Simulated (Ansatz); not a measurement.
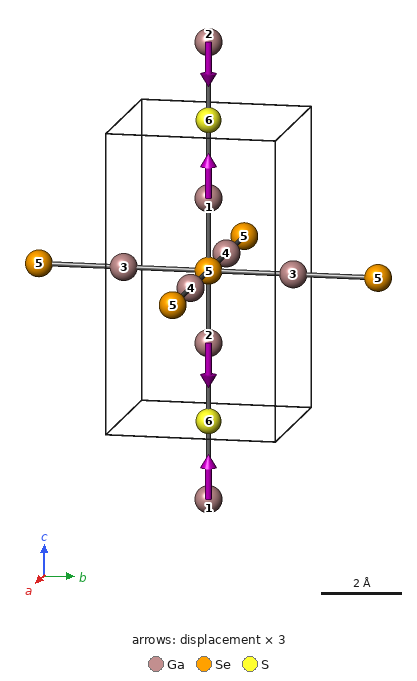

This is a relaxation of a crystal of Ga4SeS (a generated structure, set up in P4/mmm) (coarse preliminary run). The starting structure is drawn; purple arrows show the displacements (the part carried along by the change of the cell is left out), magnified 3 times.

The picture is a ball-and-stick view of the cell of the calculation, seen slightly off an axis.

Method: Ansatz, DFT PBE, scalar-relativistic, plane waves, PAW. (plane-wave cutoff 420 eV; k-point mesh 4 × 4 × 2; occupations gaussian; smearing width 0.1 eV; no spin polarisation; cell and atoms relaxed; force threshold 0.04 eV/Å; at most 70 steps)

**What happened in the run?**

After 11 accepted moves (13 points after the start) the energy has fallen by 11.149 eV per cell of the calculation. Largest force component: 11 eV/Å at the start, 0.034 eV/Å at the end. The pressure goes from 40.01 to −0.02 GPa. The SCF was repeated twice at an unchanged geometry on a basis and grid sized afresh for the cell, which shifted the energy by 0.517 eV per cell of the calculation at most. The largest moves relative to the cell, 0.39 Å, are those of Ga1 and Ga2. Ga2 goes along −c. S and Se stay in place. Cell: a = b 4.387 → 5.192 Å (+18.4 %), c 7.783 → 10.278 Å (+32.1 %). Volume +85.0 %. Some distances before and after: Ga1–Se5 1.873 → 2.866 Å, Ga3–Se5 2.194 → 2.596 Å, Ga1–S6 2.019 → 2.274 Å. The space group stays P4/mmm (No. 123). Cost: 36 s on 1 thread of AMD EPYC 9R45 96-Core Processor (Zen 5) (shared host), peak memory 0.61 GiB.

Limits of the set-up: the k-point mesh is coarse for a cell with partly filled bands.
